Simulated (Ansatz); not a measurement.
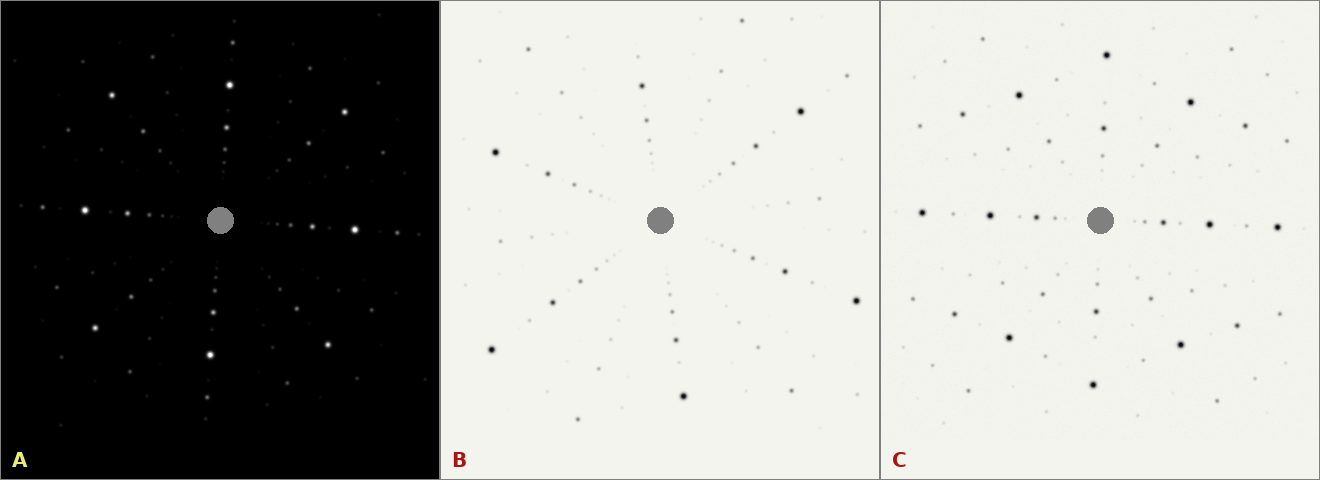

Simulated back-reflection Laue patterns (white X-rays, 0.45 to 2.2 Å, flat plate covering ±45° about the beam, kinematic intensities, seen from the source). Crystal: Cu, space group Fm-3m (No. 225), a = 3.630 Å. Structure: the input geometry of an electronic-structure calculation (not necessarily at equilibrium).

### The directions [001], [110], [111] point towards the source, in some order. Which is which?

A: [001], symmetry 4mm (a fourfold axis with mirror lines). B: [111], symmetry 3m (a threefold axis with three mirror lines). C: [110], symmetry 2mm (a twofold axis with two mirror lines). The Laue class is m-3m.
